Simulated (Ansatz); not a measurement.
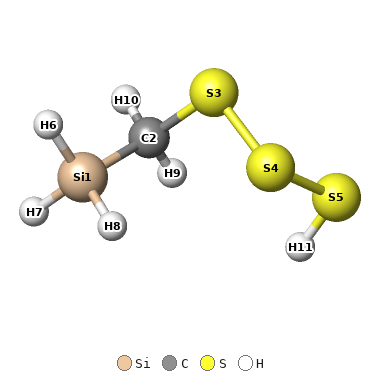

The system is CH6S3Si, SMILES [SiH3]CSSS; the picture shows the reference structure. 
- Coordinates scanned: (1) angle S3–S4–S5 (carried through 180); (2) change of the bonds S4–S3, S4–S5, all alike.
- Nothing is relaxed (all other coordinates rigid).
- The grid has 15 × 15 points.
- Points are written as (first, second).
- Energies are in kcal/mol, from the relaxed molecule at the same level.
- Energies and slopes of some neighbouring points disagree (a jump in structure or state, or too coarse a mesh).
- Method: Ansatz 0.2.0, RHF/def2-SVP.

Its coordinates:

```csv
atom,x (Å),y (Å),z (Å)
Si,-1.4860,0.4638,0.8751
C,0.2229,0.8944,0.1630
S,1.6135,-0.0791,0.8397
S,1.3702,-1.9378,-0.0301
S,2.2620,-1.8048,-1.9053
H,-1.4824,0.7166,2.3334
H,-2.5009,1.3337,0.2303
H,-1.8271,-0.9512,0.6171
H,0.2493,0.8458,-0.9262
H,0.4672,1.9260,0.4303
H,1.1766,-1.4643,-2.6067
```

Range: angle S3–S4–S5 (carried through 180) from 87.7 to 272.3°; change of the bonds S4–S3, S4–S5, all alike from −0.228 to 0.353 Å.

Q: What will the energy surface look like?

A: The lowest grid point is at (100.9°, 0.021 Å), 0.7 kcal/mol from the relaxed molecule at the same level. Other grid points that lie below all their neighbours: (245.9°, −0.021 Å) (1.5 kcal/mol higher). The highest grid point, (180.0°, −0.228 Å), lies 129 kcal/mol above the lowest.

```tsv
second ↓, first →	87.7	100.9	114.1	127.3	140.5	153.6	166.8	180.0	193.2	206.4	219.5	232.7	245.9	259.1	272.3
0.353	35	32	35	42	52	65	81	97	79	64	51	41	34	33	37
0.311	30	26	29	36	47	61	78	94	75	59	45	35	29	27	32
0.270	25	21	23	31	42	56	74	91	72	55	41	30	23	22	28
0.228	20	16	18	26	37	53	71	89	69	51	36	25	18	17	24
0.187	17	11	14	21	33	49	69	88	66	48	32	21	14	12	21
0.145	14	7	9	17	30	47	67	87	65	45	29	17	9	9	18
0.104	12	4	6	14	27	45	66	88	64	43	26	13	6	6	16
0.062	11	2	3	12	25	43	66	89	64	42	24	11	4	4	16
0.021	11	1	2	10	25	43	67	91	65	42	23	10	2	3	16
−0.021	13	1	2	10	25	45	69	93	67	43	24	10	2	3	19
−0.062	17	3	3	12	27	47	73	96	71	46	26	11	4	6	23
−0.104	23	7	7	15	31	52	78	101	76	50	30	15	7	10	30
−0.145	31	13	12	21	37	59	86	108	84	57	36	20	13	17	39
−0.187	44	23	21	29	46	68	96	117	94	67	45	29	22	27	52
−0.228	59	36	32	41	57	81	109	130	107	79	56	40	34	40	68
```

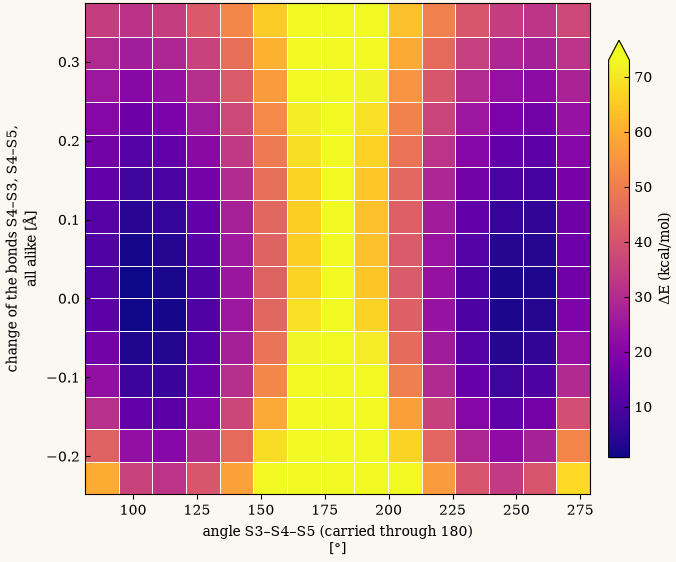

The picture shows one coloured cell a grid point, one colour for all values above the top of the scale.

The whole map (225 points run) took 15 min on 1 thread of Arm Neoverse V2, on a shared host.
